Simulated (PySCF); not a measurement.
C3H8Cl3GeN (Ge(NMeEt)Cl3)

```xyz
16

Ge   -0.3026    0.7368   -1.7622
N    -0.3284    0.5681    0.0256
C     0.5657    1.3838    0.8181
C    -0.7651   -0.6857    0.6190
C     0.3178   -1.7442    0.7770
H     0.1076    1.5818    1.8026
H     1.5552    0.9207    0.9894
H     0.7269    2.3558    0.3302
H    -1.2061   -0.4471    1.6046
H    -1.5918   -1.0847    0.0100
H    -0.1027   -2.6578    1.2239
H     0.7568   -2.0109   -0.1968
H     1.1337   -1.4017    1.4319
Cl    1.3835   -0.1938   -2.7236
Cl   -0.2370    2.8099   -2.2821
Cl   -2.0477   -0.1650   -2.6011
```

Geometry: PBE0-D3(BJ)/def2-SVP.

The calculation used B3LYP/def2-SVPD, SCF density, gas phase in PySCF 2.14.0.

What will maps of the electron density and electron localisation function show?

C–N (1.45 Å): ρ at the midpoint is about 1.9 e/Å³; the ELF peaks at about 0.95 between the atoms (a shared electron pair).
C–H (1.10 Å): the density is about 2 e/Å³ at the midpoint; the ELF climbs to about 1 towards the hydrogen, as it does in any bond to H; a covalent bond by its length.

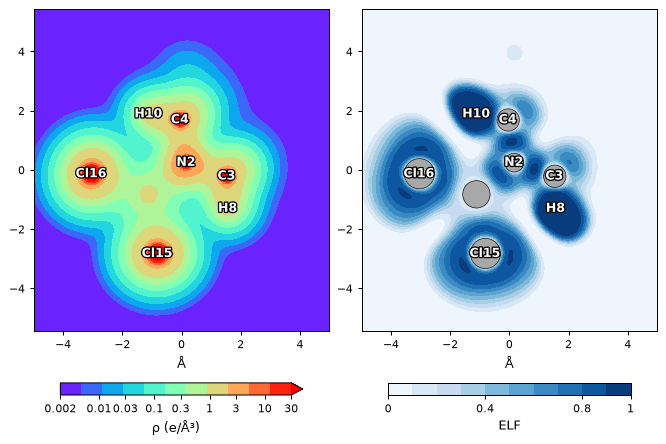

Computed electron density and electron localisation function on the plane of atoms C3, N2 and C4, in this order. Grey discs cover the atomic cores in the ELF map. 
